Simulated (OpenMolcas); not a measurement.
**Run report: AlH2Cl (charge +1), single-point calculation (part 1 of 2)**

- system: AlH2Cl, charge +1, multiplicity 2
- method: HF/STO-3G, ROHF (OpenMolcas 26.06)

The geometry is that of the parent species in another charge or spin state. The geometry comes from this level: GFN2-xTB.

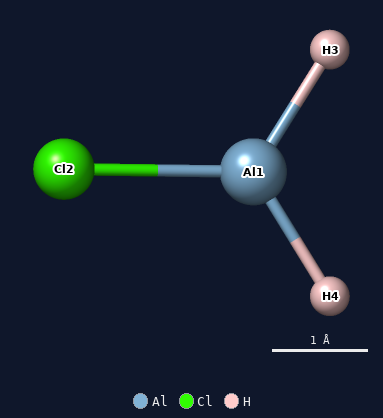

*The structure as given in the input (ball-and-stick view, seen on its broad side; atoms are numbered from 1 in the order of the input). Sticks mark near contacts.*

Bond lengths as drawn: Al–Cl 2.01 Å and Al–H 1.54 Å.

## Input
```
&GATEWAY
 BasLib=$CurrDir
 Coord=geom.xyz
 Basis=STO-3G
 Group=NoSym

&SEWARD

&SCF
 UHF
 Charge=1
 Spin=2
 PrOrbitals=1 1

&RASSCF
 FileOrb=$Project.UnaOrb
 Spin=2
 Nactel=1 0 0
 Inactive=15
 Ras2=1
 OutOrbitals=Canonical
 OrbListing=Nothing
```

## File geom.xyz
```
4

Al    -0.062930     0.006580    -0.073510
Cl     1.246110    -0.130950     1.450370
H     -1.312710    -0.885250    -0.154210
H      0.129540     1.009620    -1.222650
```

Run on 1 thread of Arm Neoverse V1, 24 GiB of memory available, shared host.

Launched with:
```bash
export MOLCAS_MEM=1860
pymolcas step1.inp > step1.log
```

## What the program printed
```
--- Start Module: gateway ---

                                              &GATEWAY

                       available to each process: 1.9 GB of memory, 1 thread

 Basis Set     1 Label: AL.STO-3G
 Basis set is read from library:.
 basistype.tbl is not found

 Basis Set     2 Label: CL.STO-3G
 Basis set is read from library:.
 basistype.tbl is not found

 Basis Set     3 Label: H.STO-3G
 Basis set is read from library:.
 basistype.tbl is not found

++    Symmetry information:
      ---------------------

                    Character Table for C1

                             E
                    a        1  x, y, xy, Rz, z, xz, Ry, yz, Rx, I
--

++    Basis set information:
      ----------------------

      Basis set label: AL.STO-3G.........

      Electronic valence basis set:
      ------------------
      Associated Effective Charge  13.000000 au
      Associated Actual Charge     13.000000 au
      Nuclear Model: Point charge

      Shell  nPrim  nBasis  Cartesian Spherical Contaminant
         s       9       3        X
         p       6       2        X

      Basis set label: CL.STO-3G.........

      Electronic valence basis set:
      ------------------
      Associated Effective Charge  17.000000 au
      Associated Actual Charge     17.000000 au
      Nuclear Model: Point charge

      Shell  nPrim  nBasis  Cartesian Spherical Contaminant
         s       9       3        X
         p       6       2        X

      Basis set label: H.STO-3G.........

      Electronic valence basis set:
      ------------------
      Associated Effective Charge   1.000000 au
      Associated Actual Charge      1.000000 au
      Nuclear Model: Point charge

      Shell  nPrim  nBasis  Cartesian Spherical Contaminant
         s       3       1        X
--

++    Molecular structure info:
      -------------------------

                    ************************************************
                    **** Cartesian Coordinates / bohr, angstrom ****
                    ************************************************

     Center  Label                x              y              z                     x              y              z
        1      AL1             -0.118920       0.012434      -0.138914             -0.062930       0.006580      -0.073510
        2      CL2              2.354807      -0.247460       2.740802              1.246110      -0.130950       1.450370
        3      H3              -2.480662      -1.672880      -0.291415             -1.312710      -0.885250      -0.154210
        4      H4               0.244795       1.907905      -2.310474              0.129540       1.009620      -1.222650

                    ***************************************
                    *    InterNuclear Distances / bohr    *
                    ***************************************

               1 AL1           2 CL2           3 H3            4 H4
    1 AL1      0.000000
    2 CL2      3.805211        0.000000
    3 H3       2.905403        5.882850        0.000000
    4 H4       2.905301        5.883293        4.932215        0.000000

                    *******************************************
                    *    InterNuclear Distances / angstrom    *
                    *******************************************

               1 AL1           2 CL2           3 H3            4 H4
    1 AL1      0.000000
    2 CL2      2.013631        0.000000
    3 H3       1.537473        3.113070        0.000000
    4 H4       1.537419        3.113304        2.610016        0.000000

                    **************************************
                    *    Valence Bond Angles / degree    *
                    **************************************
                          Atom centers                 Phi
                      3 H3       1 AL1      4 H4       116.17
--

            Nuclear Potential Energy             73.00929009 au

--- Stop Module: gateway /rc=_RC_ALL_IS_WELL_ ---

--- Start Module: seward ---

                                              &SEWARD

                       available to each process: 1.9 GB of memory, 1 thread

               SEWARD will generate:
                  Multipole Moment integrals up to order  2
                  Kinetic Energy integrals
                  Nuclear Attraction integrals (point charge)
                  One-Electron Hamiltonian integrals
                  Velocity integrals
                  Orbital angular momentum around (  1.2019  -0.1263   1.3987 )
                  Velocity quadrupole around (  1.2019  -0.1263   1.3987 )
                  Two-Electron Repulsion integrals

                   Integrals are discarded if absolute value <: 1.00E-14
                   Integral cutoff threshold is set to       <: 1.00E-16

            Nuclear Potential Energy             73.00929009 au

      Basis set specifications :
      Symmetry species         a
      Basis functions           20

--- Stop Module: seward /rc=_RC_ALL_IS_WELL_ ---

--- Start Module: scf ---

                                                &SCF

                       available to each process: 1.9 GB of memory, 1 thread

++    Input section:
      --------------

      Header of the integral files:

      Cartesian coordinates in angstrom:
      -----------------------------------------------------
      No.  Label        X            Y            Z
      -----------------------------------------------------
       1   AL1       -0.06293000   0.00658000  -0.07351000
       2   CL2        1.24611000  -0.13095000   1.45037000
       3   H3        -1.31271000  -0.88525000  -0.15421000
       4   H4         0.12954000   1.00962000  -1.22265000
      -----------------------------------------------------
      Nuclear repulsion energy =   73.00929009
--

++    Orbital specifications:
      -----------------------

      Symmetry species               1
                                     a
      Frozen orbitals                0
      Start temperature = 0.500
      End temperature   = 0.010
      Temperature Factor= 0.460
      Deleted orbitals               0
      Total number of orbitals      20
      Number of basis functions     20
--

      Molecular charge                           1.000

++    Optimization specifications:
      ----------------------------

      SCF Algorithm: Conventional USCF
      D(i)-D(i-1) density differences are used
      Number of density matrices in core                 5
      Maximum number of NDDO SCF iterations            400
      Maximum number of HF SCF iterations              400
      Threshold for SCF energy change             1.00E-09
      Threshold for density matrix                1.00E-04
      Threshold for Fock matrix                   1.50E-04
      Threshold for linear dependence             1.00E-09
      Threshold at which DIIS is turned on        1.50E-01
      Maximum depth in the DIIS procedure                5
      Maximum depth in the BFGS Hessian update          30
      Threshold at which QNR/C2DIIS is turned on  7.50E-02
      Threshold for Norm(delta) (QNR/C2DIIS)      1.00E-03
      All orbitals punched on: UHFORB
--

      Input vectors read from INPORB
      Orbital file label: *Guess orbitals

++ Convergence information
                               UHF SCF        iterations: Energy and convergence statistics

Iter     Tot. SCF        One-elec.       Two-elec.     Energy      Max Dij or  Max Fij      DNorm      TNorm      AccCon     Time
         Energy          Energy          Energy        Change      Delta Norm                                                in Sec.
   1  -690.873994464 -1095.104666029   331.221381474   0.00E+00    8.83E-02*   7.27E-01*    8.97E+00   9.76E+01   None         0.
   2  -693.456337113 -1104.527019193   338.061391990  -2.58E+00*   3.36E-01*   1.52E-01*    3.95E+00   9.89E+01   EDIIS        0.
   3  -693.902074247 -1097.300682646   330.389318309  -4.46E-01*   2.12E-01*   1.57E-01*    2.70E+00   9.77E+01   EDIIS        0.
   4  -694.357564639 -1103.476190801   336.109336071  -4.55E-01*   5.39E-01*   1.21E-01*    1.75E+00   9.86E+01   EDIIS        0.
   5  -694.459423950 -1101.385239780   333.916525740  -1.02E-01*   1.05E-01*   5.66E-02*    1.38E+00   9.82E+01   EDIIS        0.
   6  -694.493133894 -1102.069388102   334.566964117  -3.37E-02*   8.15E-02*   4.60E-02*    3.99E-01   9.84E+01   EDIIS        0.
   7  -694.495520627 -1101.814707140   334.309896423  -2.39E-03*   1.77E-02*   1.16E-02*    1.97E-01   9.83E+01   EDIIS        0.

       Fermi aufbau procedure completed!
      nOcc(alpha)=   16
      nOcc(beta) =   15

   8  -694.495981760 -1101.813211840   334.307939990  -4.61E-04*   1.73E-02*   7.12E-03*    6.83E-02   9.83E+01   c2DIIS       0.
   9  -694.496178728 -1101.779406411   334.273937593  -1.97E-04*   6.07E-03*   1.37E-03*    4.29E-02   9.83E+01   QNRc2DIIS    0.
  10  -694.496188382 -1101.782702429   334.277223956  -9.65E-06*   4.76E-03*   4.48E-04*    1.17E-02   9.83E+01   QNRc2DIIS    0.
  11  -694.496191601 -1101.778872307   334.273390615  -3.22E-06*   3.79E-03*   2.62E-04*    8.01E-03   9.83E+01   QNRc2DIIS    0.
  12  -694.496192422 -1101.774097274   334.268614762  -8.21E-07*   1.41E-03*   1.27E-04     5.52E-03   9.83E+01   QNRc2DIIS    0.
  13  -694.496192579 -1101.772315009   334.266832339  -1.57E-07*   1.91E-02*   1.08E-04     1.93E-03   9.83E+01   QNRc2DIIS    0.
  14  -694.496194301 -1101.751253403   334.245769012  -1.72E-06*   1.21E-03*   1.32E-05     2.67E-02   9.83E+01   QNRc2DIIS    0.
  15  -694.496194308 -1101.749854820   334.244370421  -7.56E-09*   1.71E-04    5.90E-06     1.70E-03   9.83E+01   QNRc2DIIS    0.
  16  -694.496194309 -1101.749673681   334.244189282  -3.39E-10    4.44E-05    1.72E-06     2.51E-04   9.83E+01   QNRc2DIIS    0.

       Convergence after  16 Iterations
--

 *****************************************************************************************************************************
 *                                             SCF/KS-DFT Program, Final results                                             *
 *                                                       Final Results                                                       *
 *****************************************************************************************************************************

::    Total SCF energy                               -694.4961943086
      One-electron energy                           -1101.7496736808
      Two-electron energy                             334.2441892818
      Nuclear repulsion energy                         73.0092900905
      Kinetic energy (interpolated)                   682.3303019229
      Virial theorem                                    1.0178299166
      Total spin, S(S+1)                                0.8095702324
      Total spin, S                                     0.5293542793
      Max non-diagonal density matrix element           0.0000407066
      Max non-diagonal Fock matrix element              0.0000053240

      All orbitals with orbital energies smaller than  E(LUMO)+0.5 are printed

++    Molecular orbitals:
      -------------------

      Title: UHF orbitals (alpha)

      Molecular orbitals for symmetry species 1: a

          Orbital            1         2         3         4         5         6         7         8         9        10
          Energy         -103.9486  -58.2118  -10.6311   -8.0749   -8.0725   -8.0684   -5.1255   -3.3572   -3.3542   -3.3522
          Occ. No.          1.0000    1.0000    1.0000    1.0000    1.0000    1.0000    1.0000    1.0000    1.0000    1.0000

          Orbital           11        12        13        14        15        16        17        18        19        20
          Energy           -1.2681   -0.8797   -0.7843   -0.6997   -0.6656   -0.6569    0.0079    0.0524    0.3110    0.3122
          Occ. No.          1.0000    1.0000    1.0000    1.0000    1.0000    1.0000    0.0000    0.0000    0.0000    0.0000

--

      All orbitals with orbital energies smaller than  E(LUMO)+0.5 are printed

++    Molecular orbitals:
      -------------------

      Title: UHF orbitals (beta)

      Molecular orbitals for symmetry species 1: a

          Orbital            1         2         3         4         5         6         7         8         9        10
          Energy         -103.9466  -58.2147  -10.6283   -8.0723   -8.0671   -8.0631   -5.1315   -3.3594   -3.3546   -3.3537
          Occ. No.          1.0000    1.0000    1.0000    1.0000    1.0000    1.0000    1.0000    1.0000    1.0000    1.0000

          Orbital           11        12        13        14        15        16        17        18
          Energy           -1.2429   -0.7754   -0.6540   -0.6479   -0.5990   -0.3204   -0.0077    0.1145
          Occ. No.          1.0000    1.0000    1.0000    1.0000    1.0000    0.0000    0.0000    0.0000

--

++    Molecular charges:
      ------------------
```
